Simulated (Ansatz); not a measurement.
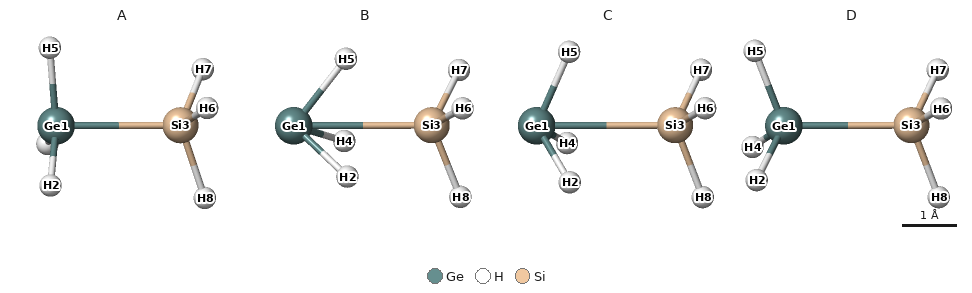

4 geometries from a converged minimum-energy path of GeSiH6, shuffled. Style: ball-and-stick. Shown face on.

All numbers below come from Ansatz, RKS PBE-D4/def2-SVP. Run with 5 movable images; climbing image; force threshold 0.05 eV/Å; iteration limit 60; starting path through a guess of the saddle point.

Q: Which frame is the top of the path?

A: C. In order along the path, whose images run from 0 to 6: B (image 0, 0.00 eV), C (image 2, +0.10 eV), A (image 4, −0.74 eV), D (image 6, −1.32 eV). No bond forms or breaks between the ends. Among the angles between lasting bonds that change up to the highest image: H2–Ge1–H4 87.9° → 106.4°, H2–Ge1–Si3 53.3° → 68.0°.
